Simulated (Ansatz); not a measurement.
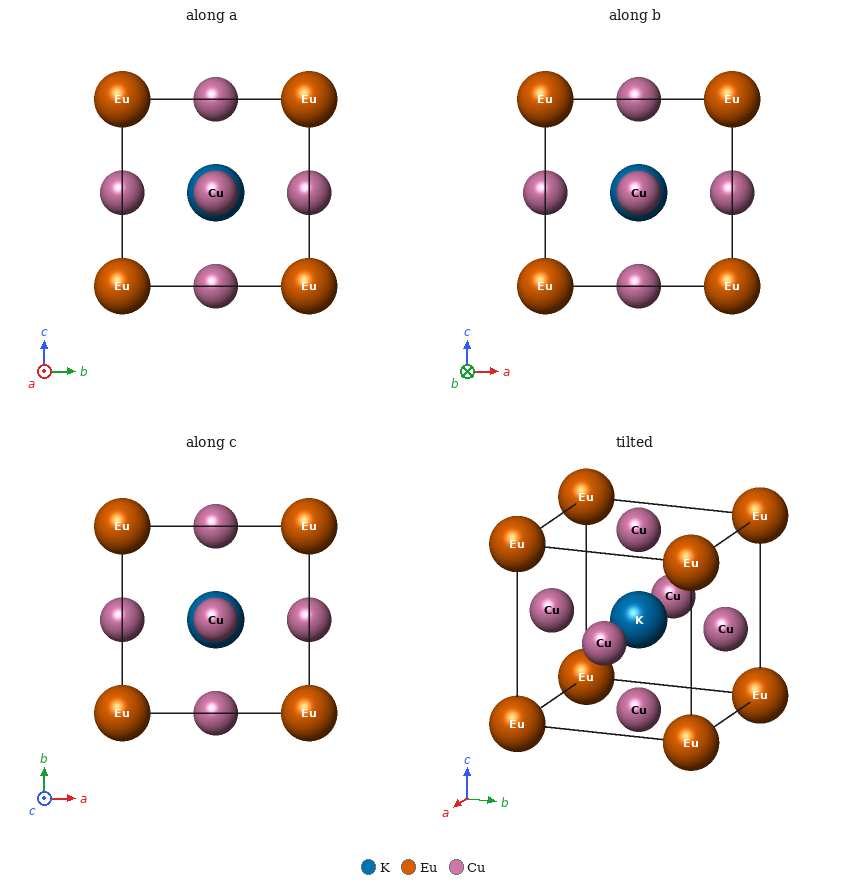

An orthographic spheres-only view of the structure, along the a axis, along the b axis, along the c axis and slightly off an axis. Thin lines show the conventional unit cell, with boundary atoms drawn in all their periodic places.

Lattice parameters: a = 5.3131 Å, b = 5.3131 Å, c = 5.3131 Å, α = 90.000°, β = 90.000°, γ = 90.000°.

> Write down what is shown as a CIF in P1 with every atom of the cell.

```cif
data_structure
_symmetry_space_group_name_H-M 'P 1'
_symmetry_Int_Tables_number 1
_cell_length_a 5.3131
_cell_length_b 5.3131
_cell_length_c 5.3131
_cell_angle_alpha 90.000
_cell_angle_beta 90.000
_cell_angle_gamma 90.000
_cell_volume 149.99
loop_
_atom_site_label
_atom_site_type_symbol
_atom_site_fract_x
_atom_site_fract_y
_atom_site_fract_z
_atom_site_occupancy
K1 K 0.5000 0.5000 0.5000 1
Eu1 Eu 0.0000 0.0000 0.0000 1
Cu1 Cu 0.0000 0.5000 0.5000 1
Cu2 Cu 0.5000 0.5000 0.0000 1
Cu3 Cu 0.5000 0.0000 0.5000 1
```

The cell started as a structure type filled with these elements by a generator (whether the compound takes this form wasn't checked). The geometry was optimised with Ansatz, DFT PBE, scalar-relativistic, plane waves, PAW.
